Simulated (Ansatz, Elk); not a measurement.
**Bonding as seen by X-rays: TaIn**

The structure of TaIn used here is made up (a known structure type with other elements) and was relaxed beforehand with r2SCAN. The aim is the Fourier transform of its all-electron density, F(hkl), set beside the sum over free spherical atoms that refinements use.

Main program and level: Elk 11.2.3 (patched build); DFT, PBE, all-electron APW+lo, Dirac cores, scalar-relativistic bands, static density, no spin.

The structure was built from a prototype and need not be the compound's stable phase.

## (1) The structure

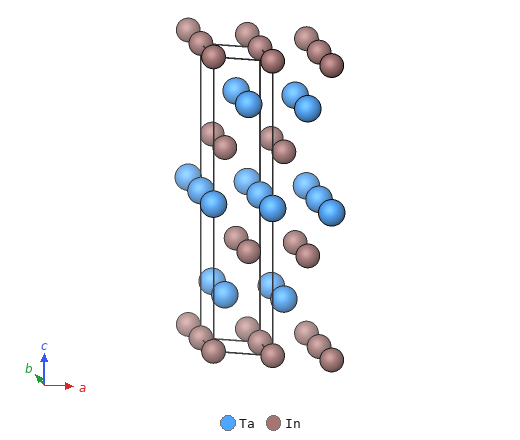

The starting structure, seen slightly off an axis (tantalum blue, indium brown). 2×2×1 cells are drawn. This picture shows the conventional cell, with its axes. Some periodic images of atoms are drawn too.

## (2) Ground state and structure factors

An all-electron density is needed, since X-rays see the cores too. Task 0 finds the density and task 195 Fourier-transforms it; tshift is off so that phases refer to the origin typed.

elk.in reads:

```
tasks
  0
  195

xctype
  20

spinpol
  .false.

rgkmax
  7.0

gmaxvr
  14.0

lmaxo
  7

lmaxapw
  8

swidth
  0.002

tshift
  .false.

ramdisk
  .false.

hmaxvr
  5.5

maxscl
  120

epspot
  1e-06

sppath
  './'

avec
  2.87539046312 1.66010745744 9.30226284003
  -2.87539046312 1.66010745744 9.30226284003
  0.00000000000 -3.32021491628 9.30226283978

atoms
  2
  'Ta.in'
  1
  0.5000000000 0.5000000000 0.5000000000   0.000000 0.000000 0.000000
  'In.in'
  1
  -0.0000000000 0.0000000000 -0.0000000000   0.000000 0.000000 0.000000

ngridk
  9 9 9
```

On the command line:

```
OMP_NUM_THREADS=4 elk
```

Numbers of over 12 decimals in the logs are rounded to 6 here.

Output:

```text
┌─────────────────────────┐
│ Elk code version 11.2.3 │
└─────────────────────────┘

All units are atomic (Hartree, Bohr, etc.)

┌─────────────────────────────────────────────────┐
│ Ground-state run starting from atomic densities │
└─────────────────────────────────────────────────┘

Lattice vectors :
   2.875390463       1.660107457       9.302262840
  -2.875390463       1.660107457       9.302262840
   0.000000000      -3.320214916       9.302262840

Reciprocal lattice vectors :
   1.092579493      0.6308010642      0.2251489921
  -1.092579493      0.6308010642      0.2251489921
 -0.1611245989E-16  -1.261602128      0.2251489920

Unit cell volume      :    266.4237185
Brillouin zone volume :   0.9310365264

Muffin-tin inner radius fraction :   0.1000000000E-01

Nuclei treated as point charges

Species : 1 (Ta)
 parameters loaded from : Ta.in
 name : tantalum
 nuclear charge    :   -73.00000000
 electronic charge :    73.00000000
 atomic mass :    329847.8435
 muffin-tin radius :    2.800000000
 number of radial points in muffin-tin :   1393
 inner part over the whole radius :   0.9923388882E-02
 number on inner part of muffin-tin    :    999
 approximate nuclear radius :   0.1005189763E-03
 number of mesh points to nuclear radius :    519
 atomic positions (lattice), magnetic fields (Cartesian) :
  1 :   0.50000000  0.50000000  0.50000000    0.00000000  0.00000000  0.00000000

Species : 2 (In)
 parameters loaded from : In.in
 name : indium
 nuclear charge    :   -49.00000000
 electronic charge :    49.00000000
 atomic mass :    209300.4102
 muffin-tin radius :    2.600000000
 number of radial points in muffin-tin :   1193
 inner part over the whole radius :   0.9943151076E-02
 number on inner part of muffin-tin    :    850
 approximate nuclear radius :   0.8768807633E-04
 number of mesh points to nuclear radius :    427
 atomic positions (lattice), magnetic fields (Cartesian) :
  1 :   0.00000000  0.00000000  0.00000000    0.00000000  0.00000000  0.00000000

Total number of atoms per unit cell :    2
Total muffin-tin volume :    165.5744992
 ratio of muffin-tin to unit cell volume :   0.6214705663

Spin treatment :
 spin-unpolarised

Number of Bravais lattice symmetries :   12
Number of crystal symmetries         :   12
Crystal has inversion symmetry
Real symmetric eigensolver will be used

k-point grid :      9     9     9
k-point offset :    0.000000000       0.000000000       0.000000000
k-point set is reduced with full crystal symmetry group
Total number of k-points :       85

Muffin-tin radius times maximum |G+k| :    7.000000000
 using average radius
Maximum |G+k| for APW functions       :    2.592592593
Maximum (1/2)|G+k|²                   :    3.360768176
Maximum |G| for potential and density :    14.00000000
Constant for pseudocharge density :   10
 order of it for each species :   17  17
 order of it for pair densities of each species (exact exchange by exxq0 0: 18) :   10   9
Radial integration step length :    1

G-vector grid sizes :     45    45    45
Number of G-vectors :    12341

Maximum angular momentum used for
 APW functions            :    8
 outer part of muffin-tin :    7
 inner part of muffin-tin :    2

Total nuclear charge    :   -122.0000000
Total core charge       :    76.00000000
Total valence charge    :    46.00000000
Total excess charge     :    0.000000000
Total electronic charge :    122.0000000

Effective Wigner radius, rₛ :   0.8048373983

Number of empty states         :      8
Total number of valence states :     32
Total number of core states    :     76

Third-order local-orbitals added for an l without core states : T
Total number of local-orbitals :     51

Exchange-correlation functional :     20     0     0
 Perdew-Burke-Ernzerhof, Phys. Rev. Lett. 77, 3865 (1996)
 gradient requirement :    1
 generalised gradient approximation (GGA)

Smearing type :    3
 Fermi-Dirac
Smearing width :   0.2000000000E-02
Effective electronic temperature (K) :    631.5500496

Mixing type :    3
[...]
xc potential                :     -625.77161741645
 exchange                    :     -470.31210936907
 correlation                 :     -7.075215
 electron entropic           :    -0.48462163121837E-03
 total energy                :     -21509.883551456

Density of states at Fermi energy :    39.04556187
 (states/Hartree/unit cell)

Estimated indirect band gap :   0.3254356182E-03
 from k-point 85 to k-point 77
Estimated direct band gap   :   0.1478223615E-01
 at k-point 43

Charges :
 core                        :    76.00000000
 valence                     :    46.00000000
 interstitial                :    2.945075073
 muffin-tins (core leakage)
  species : 1 (Ta)
   atom 1                    :    71.62734376     ( -0.1417826070E-06)
  species : 2 (In)
   atom 1                    :    47.42758117     (  0.1377044939E-03)
 total in muffin-tins        :    119.0549249
 total calculated charge     :    121.9989667
 total charge                :    122.0000000
 error                       :   0.1033285451E-02

RMS change in Kohn-Sham potential (target) :   0.1044152021     (  0.1000000000E-05)
Absolute change in total energy (target)   :   0.8090714542E-01 (  0.1000000000E-03)

[... loops 3 to 13 left out ...]

┌──────────────────┐
│ Loop number : 14 │
└──────────────────┘

Energies :
 Fermi                       :     0.337551
 sum of occupied eigenvalues :     -13099.774308362
 electron kinetic            :      23722.835808224
 core electron kinetic       :      22923.735283177
 Coulomb                     :     -44754.495572810
 Coulomb potential           :     -36198.214180268
 nuclear-nuclear             :     -2135.9464786411
 electron-nuclear            :     -49091.179583827
 Hartree                     :      6472.6304896578
 Madelung                    :     -26655.388482676
 xc potential                :     -624.39593631802
 exchange                    :     -470.60670484641
 correlation                 :     -7.076450
 electron entropic           :    -0.46072130872341E-03
 total energy                :     -21509.343380358

Density of states at Fermi energy :    34.67647896
 (states/Hartree/unit cell)

Estimated indirect band gap :   0.1343474010E-02
 from k-point 22 to k-point 20
Estimated direct band gap   :   0.8317815762E-02
 at k-point 25

Charges :
 core                        :    76.00000000
 valence                     :    46.00000000
 interstitial                :    2.843283780
 muffin-tins (core leakage)
  species : 1 (Ta)
   atom 1                    :    71.57790331     ( -0.1517164279E-06)
  species : 2 (In)
   atom 1                    :    47.57881291     (  0.1310229139E-03)
 total in muffin-tins        :    119.1567162
 total calculated charge     :    121.9989924
 total charge                :    122.0000000
 error                       :   0.1007638064E-02

RMS change in Kohn-Sham potential (target) :   0.3132877445E-06 (  0.1000000000E-05)
Absolute change in total energy (target)   :   0.1368272206E-04 (  0.1000000000E-03)

Convergence targets achieved

┌──────────────────┐
│ Loop number : 15 │
└──────────────────┘

Energies :
 Fermi                       :     0.337550
 sum of occupied eigenvalues :     -13099.774331444
 electron kinetic            :      23722.835809790
 core electron kinetic       :      22923.735289019
 Coulomb                     :     -44754.495577344
 Coulomb potential           :     -36198.214174877
 nuclear-nuclear             :     -2135.9464786411
 electron-nuclear            :     -49091.179600082
 Hartree                     :      6472.6305013790
 Madelung                    :     -26655.388489906
 xc potential                :     -624.39596635639
 exchange                    :     -470.60670501833
 correlation                 :     -7.076450
 electron entropic           :    -0.46071944802561E-03
 total energy                :     -21509.343383486

Density of states at Fermi energy :    34.67633327
 (states/Hartree/unit cell)

Estimated indirect band gap :   0.1343465776E-02
 from k-point 22 to k-point 20
Estimated direct band gap   :   0.8317777967E-02
 at k-point 25

Charges :
 core                        :    76.00000000
 valence                     :    46.00000000
 interstitial                :    2.843283221
 muffin-tins (core leakage)
  species : 1 (Ta)
   atom 1                    :    71.57790403     ( -0.1517169181E-06)
  species : 2 (In)
   atom 1                    :    47.57881275     (  0.1310229229E-03)
 total in muffin-tins        :    119.1567168
 total calculated charge     :    121.9989924
 total charge                :    122.0000000
 error                       :   0.1007639640E-02

┌──────────────────────────────┐
│ Self-consistent loop stopped │
└──────────────────────────────┘

Warning : core states of species 2 leak from the muffin-tin :   0.1310229229E-03

Wrote STATE.OUT
```

Wall time 37 s (4 threads of Arm Neoverse N1, shared host); peak memory 0.15 GiB.

SFACRHO.OUT:

```text

h k l indices transformed by vhmat matrix:
   1.000000000       0.000000000       0.000000000    
   0.000000000       1.000000000       0.000000000    
   0.000000000       0.000000000       1.000000000    

      h      k      l  multipl.   |H|            Re(F)            Im(F)           |F|

      0      0      0      1   0.0000000       122.00000      0.40236804E-17   122.00000    
      1      1      1      2  0.67544698      -23.331793      0.24434043E-13   23.331793    
      0      1      0      6   1.2815350      -21.909088      0.75958908E-14   21.909088    
     -1     -1      0      6   1.3395552       100.77559      0.15007829E-13   100.77559    
     -2     -2     -2      2   1.3508940       100.65127      0.44971375E-13   100.65127    
      2      1      1      6   1.5500687       96.706654      0.76137081E-13   96.706654    
      1      2      2      6   1.6908405      -21.294993     -0.67324949E-13   21.294993    
      3      2      2      6   2.0187995      -20.668738     -0.14704258E-12   20.668738    
     -3     -3     -3      2   2.0263409      -20.841490      0.13368720E-12   20.841490    
     -1      1      0      6   2.1851590       85.516134     -0.23515920E-16   85.516134    
     -3     -2     -3      6   2.1990753       85.218996     -0.13571760E-12   85.218996    
      0     -1     -2     12   2.2871704      -20.093561     -0.19191981E-13   20.093561    
      1      1     -1      6   2.5332295      -19.525600      0.28162402E-13   19.525600    
      0      0     -2      6   2.5630700       79.256124     -0.31784083E-13   79.256124    
      3      1      2     12   2.5690143       79.102253     -0.36205106E-13   79.102253    
     -3     -4     -3      6   2.5808616       78.971265     -0.11445799E-12   78.971265    
     -2      0     -2      6   2.6791105       77.414837      0.23660627E-13   77.414837    
      4      4      4      2   2.7017879       77.214925     -0.70662498E-13   77.214925
```

Elk indexes on the primitive cell of elk.in and gives |H| = 4π sin θ/λ in inverse bohr. Below, one row stands for each form hkl of the conventional cell (m members, Friedel mates merged), F is for one primitive cell and the density is static (no thermal factor). Free-atom factors are Waasmaier and Kirfel's, and R is Σm||F|−|F'||/Σm|F|.

| hkl | m | sin θ/λ (Å⁻¹) | abs F, DFT | neutral atoms | diff. |
| --- | --- | --- | --- | --- | --- |
| 003 | 2 | 0.102 | 23.332 | 23.239 | +0.092 |
| 101 | 6 | 0.193 | 21.909 | 22.091 | -0.182 |
| 012 | 6 | 0.201 | 100.776 | 101.109 | -0.333 |
| 006 | 2 | 0.203 | 100.651 | 100.890 | -0.239 |
| 104 | 6 | 0.233 | 96.707 | 97.093 | -0.386 |
| 015 | 6 | 0.254 | 21.295 | 21.389 | -0.093 |
| 107 | 6 | 0.304 | 20.669 | 20.728 | -0.060 |
| 009 | 2 | 0.305 | 20.841 | 20.712 | +0.130 |
| 110 | 6 | 0.329 | 85.516 | 85.539 | -0.023 |
| 018 | 6 | 0.331 | 85.219 | 85.298 | -0.079 |
| 113 | 12 | 0.344 | 20.094 | 20.117 | -0.023 |
| 021 | 6 | 0.381 | 19.526 | 19.523 | +0.003 |
| 202 | 6 | 0.385 | 79.256 | 79.240 | +0.016 |
| 116 | 12 | 0.386 | 79.102 | 79.145 | -0.043 |

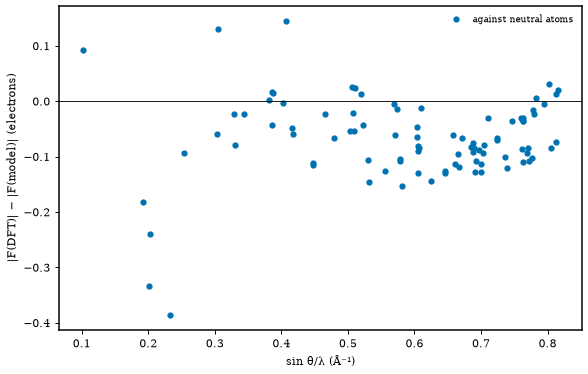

Difference between the calculated structure factors and the independent-atom ones.

## (3) The highest occupied states alone

An energy window below the Fermi level keeps the highest occupied states, to see at which angles they scatter; shallow core shells can lie inside it and anion s states outside. No new self-consistency is needed.

elk.in: that of step 2 with these lines changed.

```diff
@@ -1,3 +1,2 @@
 tasks
-  0
   195
@@ -40,2 +39,5 @@
 
+wsfac
+  -0.213690 0.637550
+
 sppath
```

On the command line:

```
OMP_NUM_THREADS=4 elk
```

Output:

```text
┌─────────────────────────────────┐
│ Elk code version 11.2.3 started │
└─────────────────────────────────┘

Info(readinput): the functional depends on the density's gradient
 muffin-tin radial points multiplied by    2.00000
 (not where nrmtscf is given)

┌────────────────────┐
│ Current task : 195 │
└────────────────────┘

Info(sfacrho): density structure factors written to SFACRHO.OUT

 Energy window :  -0.2136900000      0.6375500000

┌──────────────────┐
│ Elk code stopped │
└──────────────────┘
```

The job ended after 6.6 s (4 threads; peak memory 0.16 GiB).

States within 15 eV below the Fermi level hold 18.00 electrons; any levels below the window count with the cores. Their amplitudes can exceed the total, where window and core parts have opposite phase:

```csv
hkl,sin θ/λ (Å⁻¹),"abs F, window","abs F, all"
003,0.102,7.380,23.332
101,0.193,6.029,21.909
012,0.201,6.547,100.776
006,0.203,6.579,100.651
104,0.233,5.233,96.707
015,0.254,4.402,21.295
107,0.304,3.235,20.669
009,0.305,3.017,20.841
110,0.329,2.851,85.516
018,0.331,2.760,85.219
```

[end of part 1 of 2]

[Logs are printed without paths, hosts, clocks, repeated set-up lines and the standing remarks that a program may print on its own settings, such as how far it seeks lower states.]

[Hosts, paths, dates, database ids (printed as entryN), source tags and the programs' standing remarks are cut or masked in the printed files.]
